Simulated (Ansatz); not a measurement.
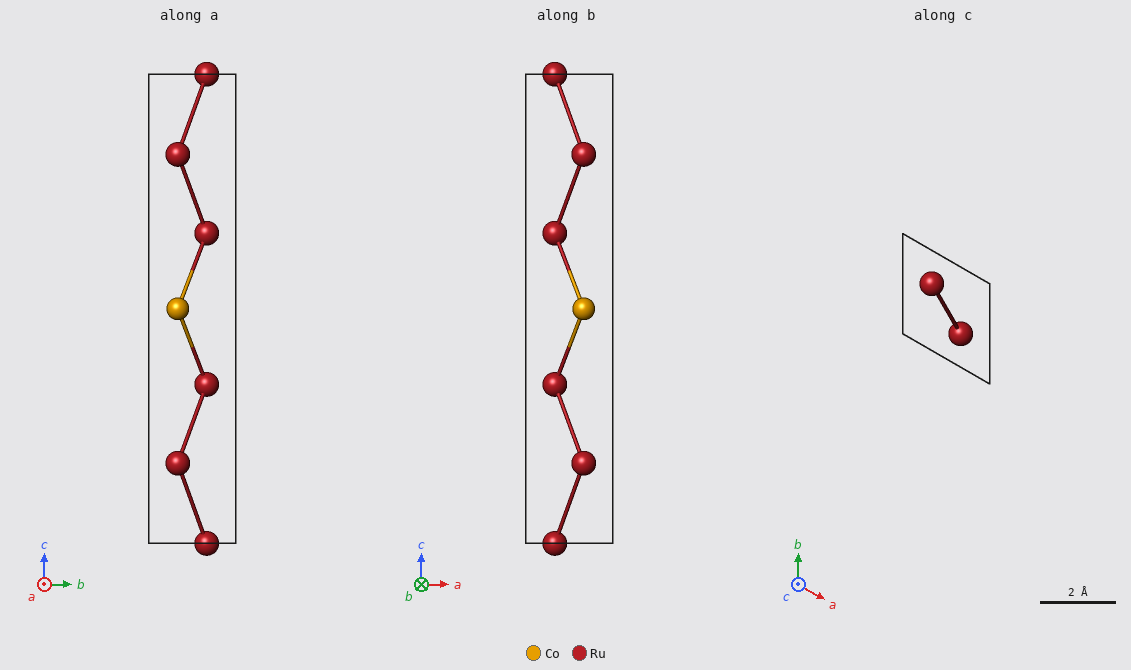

A ball-and-stick rendering, viewed along the a axis, along the b axis and along the c axis. The conventional unit cell is outlined; an atom on or near a face, edge or corner is repeated at each equivalent position.

Lattice parameters: a = 2.703 Å, b = 2.703 Å, c = 12.661 Å, α = 90.00°, β = 90.00°, γ = 120.00°. Put a along x and b in the xy plane.

> Record the structure as a POSCAR file, with free fractional coordinates to two decimals.

```
Co Ru
1.0
     2.703    0.000    0.000
    -1.351    2.341    0.000
     0.000    0.000   12.661
Co Ru
1 5
Direct
  0.6667 0.3333 0.50
  0.3333 0.6667 0.00
  0.3333 0.6667 0.34
  0.3333 0.6667 0.66
  0.6667 0.3333 0.17
  0.6667 0.3333 0.83
```

The cell started as a structure type filled with these elements by a generator (whether the compound takes this form wasn't checked). Earlier steps of the study, as a rule a relaxation of our own, may have changed the cell and positions, so they can lie some per cent off the listed ones. It was run through Ansatz as a DFT input.
